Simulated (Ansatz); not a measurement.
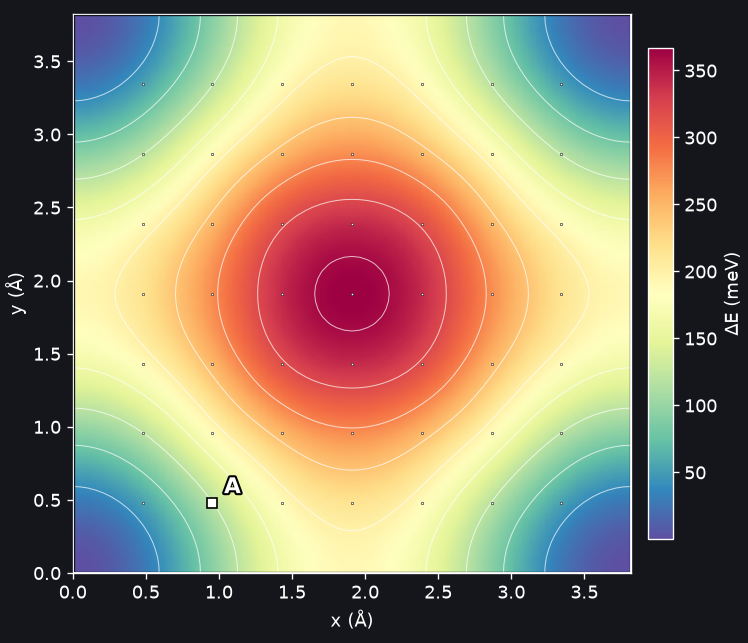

Au on a two-dimensional sheet of SnO (4 atoms of substrate and one adsorbate in a 1 × 1 cell). Au is moved over the surface cell at a fixed height above a rigid substrate; the origin of the map has the adsorbate above Sn4; the height is held at 3.00 Å. Places are given modulo a cell vector. The map is drawn in real space over the plane of the surface. Grid: 8 × 8 points; 15 points were computed and 49 follow by symmetry. All energies are given in meV relative to the lowest grid point. With one adsorbate in each 1 × 1 cell, its nearest image is 3.8 Å away, so neighbouring adsorbates interact. At a fixed height the lowest place need not be the adsorption site. Method: Ansatz, DFT PBE+D3(BJ), scalar-relativistic, plane waves, PAW. Settings: cutoff 420 eV, k-mesh 7×7×1, gaussian smearing 0.05 eV, spin-polarised.

In the figure: a smooth colour map with a few white contour lines, dots at the grid points, the outline of one cell of the plane, the point A. Between grid points the surface is interpolated.

> Which way does the force act at A, and how strong is it?

A, at (2/8, 1/8) of the cell vectors, is not a stationary point. The computed force is 0.19 eV/Å in the plane, pointing down and left in the picture (components −0.15 and −0.11 eV/Å).

PAW datasets: the set soft_1.
